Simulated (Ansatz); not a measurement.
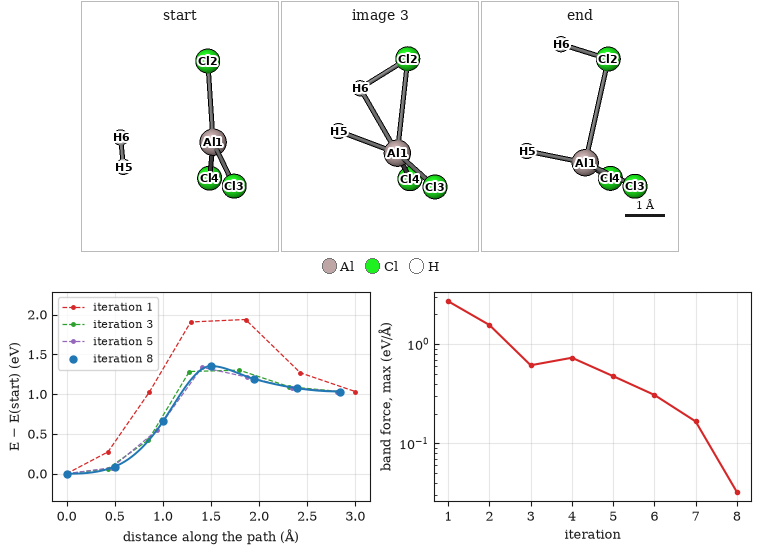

A search for the minimum-energy path of AlH₂Cl₃, made up at the start of AlCl3 and H2 by the nudged elastic band. Images are numbered from 0 (start) to 6 (end). The plot follows the band through its iterations. Style: ball-and-stick. Shown at a tilt.

The calculation used RKS B3LYP/cc-pVDZ (Ansatz 0.2.0). Set-up: 5 movable images; climbing image; force threshold 0.05 eV/Å; iteration limit 60; starting path through a guess of the saddle point.

Q: How did the profile develop, and is the result final?

A: The result is final at these settings. The band converged in 8 iterations. The largest component of the band force went from 2.7 to 0.032 eV/Å. The climbing image converged on the top of the path. Its vibrational analysis gives one imaginary mode (724i cm⁻¹), as a transition state must have. The first iteration put the highest image at 1.94 eV. The highest point, image 3, lies 1.35 eV above the start and 0.32 eV above the end; the end is at +1.03 eV relative to the start.

Limits of the set-up: the start holds two separate molecules, 2.4 Å apart at their closest, whose relative position is a soft coordinate and is computed without a dispersion correction.

The run took 72 s on 2 threads of Intel(R) Xeon(R) CPU @ 2.60GHz (Ice Lake), on a shared host, peak memory 0.21 GiB.
